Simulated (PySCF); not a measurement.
**BH8NOSi: electronic excitations at several levels of theory, part 1 of 2**

How much do the electronic excitations of BH8NOSi (`[NH3+][BH2-]O[SiH3]`) depend on the level of theory, and what does each level cost?

The runs use PySCF 2.14.0, with density-fitted response routines of our own; the level of theory stands in each step. All values are computed, except where a source is named. Atoms count from 0, in the outputs and in this text.

## (1) The starting structure

12 atoms, charge 0, multiplicity 1; geometry from: GFN2-xTB.

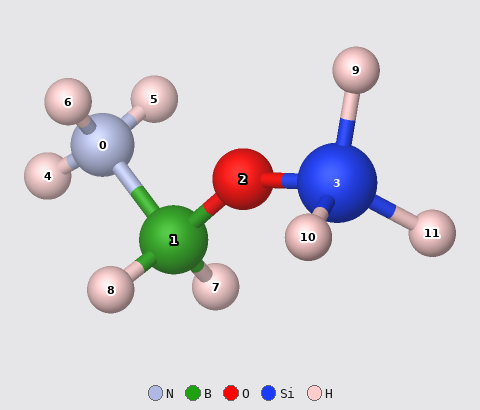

The starting geometry (nitrogen light blue, boron green, oxygen red, silicon blue, hydrogen pink), atoms numbered; sticks join atoms by distance.

## (2) Optimising the geometry at PBE0-D3(BJ)/def2-SVP

The job: settings as JSON, then the geometry in Å.

```
{"job": {"xc": "PBE0", "basis": "def2-SVP", "d3": "d3bj", "grid": 1, "kind": "geom"}, "charge": 0, "multiplicity": 1}
N      1.848780    -0.528930     0.272635
B      0.616289     0.448186    -0.338083
O     -0.507873    -0.031686     0.376876
Si    -2.067858     0.118605     0.609156
H      2.742991    -0.307002    -0.148362
H      1.583334    -1.488657     0.079971
H      1.870750    -0.379328     1.275541
H      0.590490     0.213195    -1.509073
H      0.939511     1.562616    -0.054151
H     -2.324784    -0.907832     1.627201
H     -2.440479     1.449899     1.109429
H     -2.849952    -0.149751    -0.606520
```

What it wrote:

```text
step   0  E = -448.68625647  max force = 0.031256
step   1  E = -448.69303462  max force = 0.004748
step   2  E = -448.69334501  max force = 0.002855
step   3  E = -448.69357057  max force = 0.002677
step   4  E = -448.69375287  max force = 0.002427
step   5  E = -448.69382536  max force = 0.001729
step   6  E = -448.69385523  max force = 0.000849
step   7  E = -448.69386130  max force = 0.000183
optimisation converged
```

Wall time 23 s (1 thread, shared host).

Along the way:

| step | energy from step 0 (eV) | largest force component (eV/Å) |
| --- | --- | --- |
| 0 | 0.0000 | 1.6072 |
| 1 | -0.1844 | 0.2442 |
| 2 | -0.1929 | 0.1468 |
| 3 | -0.1990 | 0.1377 |
| 4 | -0.2040 | 0.1248 |
| 5 | -0.2060 | 0.0889 |
| 6 | -0.2068 | 0.0437 |
| 7 | -0.2069 | 0.0094 |

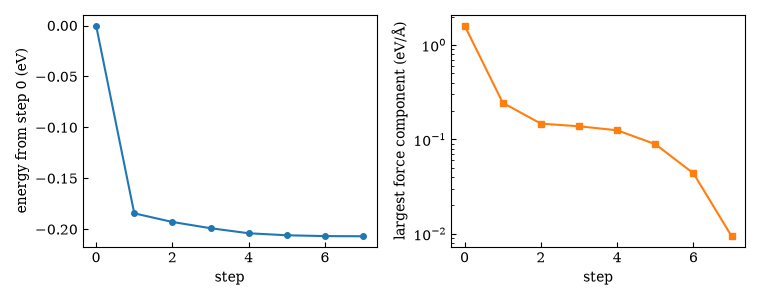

Energy and force, step by step.

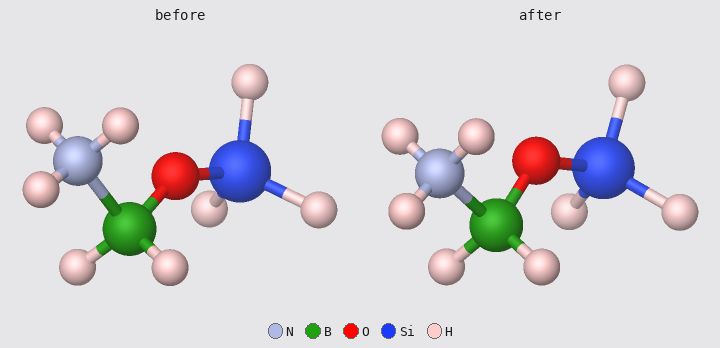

Before and after, at one scale.

Distances of close pairs at the start and the end, largest changes first:

| bond | before (Å) | after (Å) | change (Å) |
| --- | --- | --- | --- |
| O2–Si3 | 1.584 | 1.644 | +0.060 |
| N0–B1 | 1.687 | 1.639 | -0.048 |
| B1–H8 | 1.195 | 1.234 | +0.039 |
| B1–H7 | 1.195 | 1.233 | +0.039 |
| Si3–H10 | 1.470 | 1.499 | +0.029 |
| Si3–H11 | 1.470 | 1.499 | +0.029 |
| B1–O2 | 1.416 | 1.443 | +0.027 |
| Si3–H9 | 1.468 | 1.495 | +0.027 |

The next job starts from the end point, and lists it.

| at the end point | value |
| --- | --- |
| point group (found at 0.08 Å tolerance) | Cs |
| rotational constants (GHz, main isotopes) | 22.747, 2.375, 2.276 |
| dipole moment (D) | 5.62 |

## (3) Excited states and response: HF/def2-SVPD

The job: settings as JSON, then the geometry in Å.

```
{"job": {"kind": "uv", "xc": "HF", "basis": "def2-SVPD", "ip": true}, "charge": 0, "multiplicity": 1}
N      1.737857    -0.422478     0.257261
B      0.368581     0.372367    -0.166746
O     -0.627537    -0.272725     0.653888
Si    -2.238268     0.037712     0.767855
H      2.551092    -0.075558    -0.251315
H      1.629019    -1.420232     0.067469
H      1.902760    -0.313952     1.259486
H      0.265122     0.175426    -1.379938
H      0.601802     1.551555     0.110208
H     -2.817458    -0.898116     1.779675
H     -2.513621     1.442483     1.213540
H     -2.949977    -0.178312    -0.533800
```

Method: TDDFT HF/def2-SVPD, vertical, gas phase, core orbitals frozen in the response.

What it wrote:

```text
final grid: 88312 points
cycle   1  E = -447.3676888831  dE =  1.656e-01  |g| = 6.170e-01  |ddm| = 3.952e+00
cycle   2  E = -447.4398915374  dE = -7.220e-02  |g| = 3.796e-01  |ddm| = 1.266e+00
cycle   3  E = -447.4677860397  dE = -2.789e-02  |g| = 6.581e-02  |ddm| = 4.379e-01
cycle   4  E = -447.4691270249  dE = -1.341e-03  |g| = 1.200e-02  |ddm| = 2.183e-01
cycle   5  E = -447.4691705308  dE = -4.351e-05  |g| = 3.597e-03  |ddm| = 4.247e-02
cycle   6  E = -447.4691755910  dE = -5.060e-06  |g| = 8.760e-04  |ddm| = 1.424e-02
cycle   7  E = -447.4691759626  dE = -3.716e-07  |g| = 2.277e-04  |ddm| = 4.077e-03
cycle   8  E = -447.4691759897  dE = -2.713e-08  |g| = 5.499e-05  |ddm| = 8.098e-04
cycle   9  E = -447.4691759915  dE = -1.741e-09  |g| = 1.020e-05  |ddm| = 2.004e-04
cycle  10  E = -447.4691759915  dE = -6.446e-11  |g| = 2.301e-06  |ddm| = 3.763e-05
converged SCF energy = -447.4691759915

Static polarisability (au): isotropic 54.757, principal 52.237 52.334 59.699

Singlet excitations
state   eV       nm        f      main configurations
  1   7.6438    162.2   0.02975   H->L 0.86
  2   8.4207    147.2   0.00020   H->L+3 0.53
  3   8.9654    138.3   0.02959   H->L+2 0.63, H->L+3 0.11
  4   9.0286    137.3   0.02894   H-1->L+3 0.43, H-1->L 0.24, H-1->L+6 0.09
  5   9.1469    135.5   0.04770   H->L+1 0.47, H-2->L+3 0.19
  6   9.3198    133.0   0.06500   H->L+4 0.39, H-3->L 0.17, H-1->L 0.15
  7   9.5651    129.6   0.08279   H-2->L+1 0.16, H-2->L+3 0.15, H->L+5 0.12
  8   9.6434    128.6   0.00569   H->L+6 0.15, H->L+5 0.13, H-2->L+1 0.10
  9   9.6624    128.3   0.01522   H->L+4 0.42, H-1->L 0.16, H-1->L+1 0.12
 10   9.7525    127.1   0.22023   H-1->L+1 0.60, H-3->L 0.10

Triplet excitations (Tamm-Dancoff, eV): 7.3022 7.8597 8.2837 8.4491
Vertical ionisation energy (delta-SCF) = 8.6702 eV
```

Wall time 7 s (1 thread, shared host).

The orbitals next to the gap, with their largest atomic shares:

| orbital | eV | atoms |
| --- | --- | --- |
| HOMO−3 | -12.88 | Si3 18 %, B1 18 %, H9 15 % |
| HOMO−2 | -12.09 | Si3 32 %, H10 21 %, H11 20 % |
| HOMO−1 | -11.69 | O2 28 %, Si3 24 %, H9 18 % |
| HOMO | -10.39 | O2 29 %, B1 25 %, H7 16 % |
| LUMO | 1.79 | B1 40 %, H4 15 %, H5 12 % |
| LUMO+1 | 2.99 | Si3 63 %, H9 9 %, H11 7 % |
| LUMO+2 | 3.33 | B1 29 %, H6 10 %, H5 10 % |

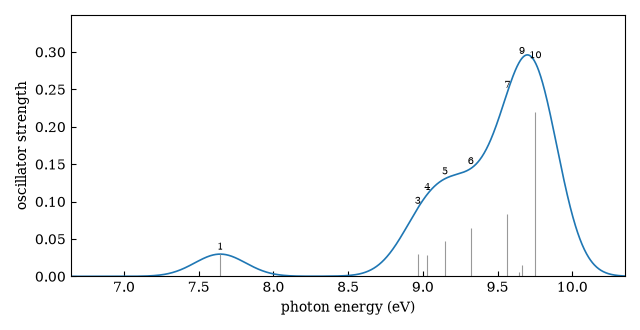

Absorption spectrum from the 10 singlet states computed; above the last one it falls off for lack of states. Lines are broadened to a width of 0.40 eV (Gaussian).

Ground-state properties from the same run:

| property | computed |
| --- | --- |
| dipole moment (D) | 5.36 |
| polarisability (Å³) | 8.11 |
| HOMO–LUMO gap (eV) | 12.18 |
| −ε(HOMO) (eV) | 10.39 |

## (4) TDDFT and polarisability: LDA/def2-SVPD

The job, as its differences from that of step 3:

```diff
@@ -1,2 +1,2 @@
-{"job": {"kind": "uv", "xc": "HF", "basis": "def2-SVPD", "ip": true}, "charge": 0, "multiplicity": 1}
+{"job": {"kind": "uv", "xc": "LDA", "basis": "def2-SVPD", "ip": true}, "charge": 0, "multiplicity": 1}
 N      1.737857    -0.422478     0.257261
```

Level: TDDFT LDA/def2-SVPD, vertical, gas phase, core orbitals frozen in the response.

What it wrote:

```text
coarse grid: 9824 points
cycle   1  E = -446.2972383232  dE =  1.461e-01  |g| = 8.457e-01  |ddm| = 4.694e+00
cycle   2  E = -444.9565622154  dE =  1.341e+00  |g| = 2.537e+00  |ddm| = 6.040e+00
cycle   3  E = -446.4490160562  dE = -1.492e+00  |g| = 1.796e-01  |ddm| = 5.810e+00
cycle   4  E = -446.4512196131  dE = -2.204e-03  |g| = 1.687e-01  |ddm| = 4.577e-01
cycle   5  E = -446.4571419027  dE = -5.922e-03  |g| = 3.067e-02  |ddm| = 1.614e-01
cycle   6  E = -446.4573714275  dE = -2.295e-04  |g| = 8.079e-03  |ddm| = 4.747e-02
cycle   7  E = -446.4573894111  dE = -1.798e-05  |g| = 1.855e-03  |ddm| = 1.342e-02
cycle   8  E = -446.4573901333  dE = -7.222e-07  |g| = 3.500e-04  |ddm| = 3.169e-03
final grid: 88312 points
cycle   9  E = -446.5237851831  dE = -4.168e-05  |g| = 3.990e-03  |ddm| = 9.466e-02
cycle  10  E = -446.5237778915  dE =  7.292e-06  |g| = 7.278e-03  |ddm| = 1.092e-02
cycle  11  E = -446.5237882391  dE = -1.035e-05  |g| = 9.496e-04  |ddm| = 7.376e-03
cycle  12  E = -446.5237883709  dE = -1.318e-07  |g| = 5.445e-04  |ddm| = 1.603e-03
cycle  13  E = -446.5237884293  dE = -5.840e-08  |g| = 4.363e-05  |ddm| = 4.897e-04
cycle  14  E = -446.5237884299  dE = -5.555e-10  |g| = 1.356e-05  |ddm| = 9.430e-05
converged SCF energy = -446.5237884299

Static polarisability (au): isotropic 65.551, principal 60.319 61.541 74.792

Singlet excitations
state   eV       nm        f      main configurations
  1   4.5102    274.9   0.00051   H->L 1.00
  2   5.4802    226.2   0.00000   H->L+1 1.00
  3   5.7969    213.9   0.05444   H-1->L 0.99
  4   6.1093    202.9   0.00457   H->L+2 0.99
  5   6.2698    197.7   0.02221   H->L+3 0.98
  6   6.2817    197.4   0.00097   H-2->L 0.99
  7   6.3328    195.8   0.01727   H->L+4 0.99
  8   6.6281    187.1   0.02028   H->L+5 0.99
  9   6.7468    183.8   0.00155   H-1->L+1 0.98
 10   6.8884    180.0   0.05796   H-3->L 0.93

Triplet excitations (Tamm-Dancoff, eV): 4.4635 5.3344 5.6683 6.0640
Vertical ionisation energy (delta-SCF) = 8.6700 eV
```

It took 18 s on 1 thread, shared host.

This run: HOMO -5.55 eV, LUMO -1.04 eV; lowest singlet 4.51 eV.

## (5) Excited states and response: PBE/def2-SVPD

The job, as its differences from that of step 4:

```diff
@@ -1,2 +1,2 @@
-{"job": {"kind": "uv", "xc": "LDA", "basis": "def2-SVPD", "ip": true}, "charge": 0, "multiplicity": 1}
+{"job": {"kind": "uv", "xc": "PBE", "basis": "def2-SVPD", "ip": true}, "charge": 0, "multiplicity": 1}
 N      1.737857    -0.422478     0.257261
```

Method: TDDFT PBE/def2-SVPD, vertical, gas phase, core orbitals frozen in the response.

What it wrote:

```text
coarse grid: 9824 points
cycle   1  E = -448.4198437942  dE =  1.410e-01  |g| = 8.416e-01  |ddm| = 4.853e+00
cycle   2  E = -447.0940834222  dE =  1.326e+00  |g| = 2.508e+00  |ddm| = 7.595e+00
cycle   3  E = -448.5692789453  dE = -1.475e+00  |g| = 1.739e-01  |ddm| = 7.418e+00
cycle   4  E = -448.5715419766  dE = -2.263e-03  |g| = 1.627e-01  |ddm| = 4.658e-01
cycle   5  E = -448.5771388184  dE = -5.597e-03  |g| = 3.041e-02  |ddm| = 1.607e-01
cycle   6  E = -448.5773723090  dE = -2.335e-04  |g| = 7.063e-03  |ddm| = 4.776e-02
cycle   7  E = -448.5773859485  dE = -1.364e-05  |g| = 1.651e-03  |ddm| = 1.163e-02
cycle   8  E = -448.5773865353  dE = -5.869e-07  |g| = 3.119e-04  |ddm| = 2.987e-03
final grid: 88312 points
cycle   9  E = -448.6527174983  dE = -2.892e-05  |g| = 1.222e-02  |ddm| = 1.053e-01
cycle  10  E = -448.6526325938  dE =  8.490e-05  |g| = 2.416e-02  |ddm| = 3.138e-02
cycle  11  E = -448.6527455653  dE = -1.130e-04  |g| = 2.730e-03  |ddm| = 2.193e-02
cycle  12  E = -448.6527472661  dE = -1.701e-06  |g| = 3.967e-04  |ddm| = 3.406e-03
cycle  13  E = -448.6527472976  dE = -3.149e-08  |g| = 1.146e-04  |ddm| = 6.441e-04
cycle  14  E = -448.6527473013  dE = -3.709e-09  |g| = 1.474e-05  |ddm| = 1.971e-04
cycle  15  E = -448.6527473014  dE = -6.594e-11  |g| = 4.133e-06  |ddm| = 3.502e-05
converged SCF energy = -448.6527473014

Static polarisability (au): isotropic 64.024, principal 58.764 60.078 73.230

Singlet excitations
state   eV       nm        f      main configurations
  1   4.4812    276.7   0.00026   H->L 1.00
  2   5.6537    219.3   0.00001   H->L+1 1.00
  3   5.7482    215.7   0.05514   H-1->L 0.99
  4   6.1158    202.7   0.00192   H->L+2 0.99
  5   6.2729    197.7   0.01959   H->L+3 0.82, H-2->L 0.17
  6   6.2814    197.4   0.00677   H-2->L 0.83, H->L+3 0.17
  7   6.3055    196.6   0.01619   H->L+4 0.99
  8   6.7606    183.4   0.01459   H->L+5 0.99
  9   6.8806    180.2   0.02929   H-3->L 0.81, H-1->L+1 0.18
 10   6.8876    180.0   0.01579   H-1->L+1 0.81, H-3->L 0.17

Triplet excitations (Tamm-Dancoff, eV): 4.4210 5.4869 5.5949 6.0557
Vertical ionisation energy (delta-SCF) = 8.6063 eV
```

Wall time 43 s (1 thread, shared host).

This run: HOMO -5.49 eV, LUMO -1.02 eV; lowest singlet 4.48 eV.

## (6) TDDFT and polarisability: B3LYP/def2-SVPD

The job, as its differences from that of step 5:

```diff
@@ -1,2 +1,2 @@
-{"job": {"kind": "uv", "xc": "PBE", "basis": "def2-SVPD", "ip": true}, "charge": 0, "multiplicity": 1}
+{"job": {"kind": "uv", "xc": "B3LYP", "basis": "def2-SVPD", "ip": true}, "charge": 0, "multiplicity": 1}
 N      1.737857    -0.422478     0.257261
```

With the program's defaults for keys left out, this is: TDDFT B3LYP/def2-SVPD, vertical, gas phase, core orbitals frozen in the response.

What it wrote:

```text
coarse grid: 9824 points
cycle   1  E = -448.8503258980  dE =  1.329e-01  |g| = 7.914e-01  |ddm| = 4.668e+00
cycle   2  E = -448.4203098891  dE =  4.300e-01  |g| = 1.640e+00  |ddm| = 2.518e+00
cycle   3  E = -448.9807809055  dE = -5.605e-01  |g| = 9.597e-02  |ddm| = 1.935e+00
cycle   4  E = -448.9823683020  dE = -1.587e-03  |g| = 5.285e-02  |ddm| = 2.462e-01
cycle   5  E = -448.9830001467  dE = -6.318e-04  |g| = 1.251e-02  |ddm| = 6.687e-02
cycle   6  E = -448.9830353610  dE = -3.521e-05  |g| = 3.005e-03  |ddm| = 1.543e-02
cycle   7  E = -448.9830376286  dE = -2.268e-06  |g| = 3.624e-04  |ddm| = 4.887e-03
final grid: 88312 points
cycle   8  E = -449.0444067010  dE = -3.191e-05  |g| = 3.759e-03  |ddm| = 9.398e-02
cycle   9  E = -449.0444042592  dE =  2.442e-06  |g| = 5.140e-03  |ddm| = 8.423e-03
cycle  10  E = -449.0444097257  dE = -5.467e-06  |g| = 1.494e-04  |ddm| = 4.103e-03
cycle  11  E = -449.0444097310  dE = -5.271e-09  |g| = 6.480e-05  |ddm| = 4.655e-04
cycle  12  E = -449.0444097320  dE = -1.038e-09  |g| = 2.746e-05  |ddm| = 1.326e-04
cycle  13  E = -449.0444097322  dE = -1.170e-10  |g| = 1.189e-05  |ddm| = 3.702e-05
converged SCF energy = -449.0444097322

Static polarisability (au): isotropic 61.185, principal 56.929 57.821 68.806

Singlet excitations
state   eV       nm        f      main configurations
  1   5.2134    237.8   0.00106   H->L 0.99
  2   6.3564    195.1   0.00002   H->L+1 0.98
  3   6.5623    188.9   0.06544   H-1->L 0.97
  4   6.8763    180.3   0.00352   H->L+2 0.88, H->L+3 0.10
  5   6.9903    177.4   0.04002   H->L+3 0.87, H->L+2 0.10
  6   7.0593    175.6   0.01800   H->L+4 0.98
  7   7.1851    172.6   0.00002   H-2->L 0.96
  8   7.4698    166.0   0.02776   H->L+5 0.98
  9   7.4995    165.3   0.00655   H-1->L+1 0.92
 10   7.7531    159.9   0.01558   H->L+6 0.95

Triplet excitations (Tamm-Dancoff, eV): 5.1510 6.1604 6.3963 6.8003
Vertical ionisation energy (delta-SCF) = 8.9868 eV
```

Run time: 24 s. Hardware: 1 thread, shared host.

In short: HOMO -6.69 eV, LUMO -0.60 eV; lowest singlet 5.21 eV.

## (7) TDDFT and polarisability: PBE0/def2-SVPD

The job, as its differences from that of step 6:

```diff
@@ -1,2 +1,2 @@
-{"job": {"kind": "uv", "xc": "B3LYP", "basis": "def2-SVPD", "ip": true}, "charge": 0, "multiplicity": 1}
+{"job": {"kind": "uv", "xc": "PBE0", "basis": "def2-SVPD", "ip": true}, "charge": 0, "multiplicity": 1}
 N      1.737857    -0.422478     0.257261
```

With the program's defaults for keys left out, this is: TDDFT PBE0/def2-SVPD, vertical, gas phase, core orbitals frozen in the response.

What it wrote:

```text
coarse grid: 9824 points
cycle   1  E = -448.5319684513  dE =  1.232e-01  |g| = 7.224e-01  |ddm| = 4.434e+00
cycle   2  E = -448.2720442917  dE =  2.599e-01  |g| = 1.342e+00  |ddm| = 2.170e+00
cycle   3  E = -448.6438713502  dE = -3.718e-01  |g| = 7.845e-02  |ddm| = 1.461e+00
cycle   4  E = -448.6450512919  dE = -1.180e-03  |g| = 3.328e-02  |ddm| = 1.986e-01
cycle   5  E = -448.6453381145  dE = -2.868e-04  |g| = 7.258e-03  |ddm| = 5.457e-02
cycle   6  E = -448.6453498550  dE = -1.174e-05  |g| = 2.439e-03  |ddm| = 1.095e-02
cycle   7  E = -448.6453511324  dE = -1.277e-06  |g| = 3.203e-04  |ddm| = 2.876e-03
final grid: 88312 points
cycle   8  E = -448.7018811132  dE = -2.467e-05  |g| = 7.010e-03  |ddm| = 6.892e-02
cycle   9  E = -448.7018714201  dE =  9.693e-06  |g| = 1.003e-02  |ddm| = 1.604e-02
cycle  10  E = -448.7018907949  dE = -1.937e-05  |g| = 9.794e-04  |ddm| = 9.392e-03
cycle  11  E = -448.7018910119  dE = -2.170e-07  |g| = 1.860e-04  |ddm| = 1.404e-03
cycle  12  E = -448.7018910182  dE = -6.222e-09  |g| = 6.833e-05  |ddm| = 2.865e-04
cycle  13  E = -448.7018910193  dE = -1.112e-09  |g| = 7.730e-06  |ddm| = 1.020e-04
cycle  14  E = -448.7018910193  dE = -1.614e-11  |g| = 1.479e-06  |ddm| = 1.714e-05
converged SCF energy = -448.7018910193

Static polarisability (au): isotropic 60.584, principal 56.339 57.187 68.225

Singlet excitations
state   eV       nm        f      main configurations
  1   5.5028    225.3   0.00182   H->L 0.99
  2   6.4847    191.2   0.00001   H->L+1 0.98
  3   6.8962    179.8   0.06776   H-1->L 0.95
  4   7.1335    173.8   0.00943   H->L+2 0.90
  5   7.2296    171.5   0.03565   H->L+3 0.89
  6   7.3455    168.8   0.01854   H->L+4 0.97
  7   7.5362    164.5   0.00006   H-2->L 0.95
  8   7.6370    162.3   0.00897   H-1->L+1 0.90
  9   7.6380    162.3   0.03542   H->L+5 0.96
 10   8.0007    155.0   0.01146   H->L+6 0.87, H-2->L+1 0.09

Triplet excitations (Tamm-Dancoff, eV): 5.4180 6.2499 6.6912 7.0093
Vertical ionisation energy (delta-SCF) = 8.9545 eV
```

It took 25 s on 1 thread, shared host.

In short: HOMO -6.87 eV, LUMO -0.25 eV; lowest singlet 5.50 eV.

## (8) TDDFT and polarisability: BHandHLYP/def2-SVPD

The job, as its differences from that of step 7:

```diff
@@ -1,2 +1,2 @@
-{"job": {"kind": "uv", "xc": "PBE0", "basis": "def2-SVPD", "ip": true}, "charge": 0, "multiplicity": 1}
+{"job": {"kind": "uv", "xc": "BHandHLYP", "basis": "def2-SVPD", "ip": true}, "charge": 0, "multiplicity": 1}
 N      1.737857    -0.422478     0.257261
```

Method: TDDFT BHandHLYP/def2-SVPD, vertical, gas phase, core orbitals frozen in the response.

What it wrote:

```text
coarse grid: 9824 points
cycle   1  E = -448.7846903317  dE =  1.315e-01  |g| = 6.849e-01  |ddm| = 4.301e+00
cycle   2  E = -448.7288941347  dE =  5.580e-02  |g| = 8.967e-01  |ddm| = 1.769e+00
cycle   3  E = -448.8863759312  dE = -1.575e-01  |g| = 5.532e-02  |ddm| = 9.765e-01
cycle   4  E = -448.8870153640  dE = -6.394e-04  |g| = 1.492e-02  |ddm| = 1.583e-01
cycle   5  E = -448.8870775241  dE = -6.216e-05  |g| = 2.692e-03  |ddm| = 3.308e-02
cycle   6  E = -448.8870795194  dE = -1.995e-06  |g| = 3.768e-04  |ddm| = 7.174e-03
final grid: 88312 points
cycle   7  E = -448.9266536383  dE = -1.415e-05  |g| = 2.104e-03  |ddm| = 5.930e-02
cycle   8  E = -448.9266538933  dE = -2.550e-07  |g| = 1.980e-03  |ddm| = 5.959e-03
cycle   9  E = -448.9266546759  dE = -7.826e-07  |g| = 1.791e-04  |ddm| = 1.855e-03
cycle  10  E = -448.9266546818  dE = -5.894e-09  |g| = 1.476e-04  |ddm| = 5.012e-04
cycle  11  E = -448.9266546860  dE = -4.205e-09  |g| = 1.525e-05  |ddm| = 1.676e-04
cycle  12  E = -448.9266546861  dE = -7.390e-11  |g| = 5.329e-06  |ddm| = 3.725e-05
converged SCF energy = -448.9266546861

Static polarisability (au): isotropic 58.014, principal 54.576 55.105 64.360

Singlet excitations
state   eV       nm        f      main configurations
  1   6.2542    198.2   0.00496   H->L 0.96
  2   7.2169    171.8   0.00014   H->L+1 0.72, H->L+2 0.18
  3   7.7118    160.8   0.07586   H-1->L 0.81
  4   7.8919    157.1   0.00990   H->L+3 0.82
  5   7.9392    156.2   0.05730   H->L+2 0.58, H->L+1 0.22, H->L+3 0.09
  6   8.1062    152.9   0.01558   H->L+4 0.83
  7   8.2664    150.0   0.02352   H-1->L+1 0.46, H-1->L+2 0.23, H->L+4 0.11
  8   8.3997    147.6   0.05490   H->L+5 0.82
  9   8.4651    146.5   0.00054   H-2->L 0.66, H-2->L+1 0.15
 10   8.7242    142.1   0.00004   H->L+6 0.40, H-2->L+1 0.25, H-2->L 0.20

Triplet excitations (Tamm-Dancoff, eV): 6.1538 6.9369 7.4607 7.6967
Vertical ionisation energy (delta-SCF) = 9.1988 eV
```

It took 25 s on 1 thread, shared host.

In short: HOMO -8.24 eV, LUMO 0.25 eV; lowest singlet 6.25 eV.

(Continued in part 2 of 2.)
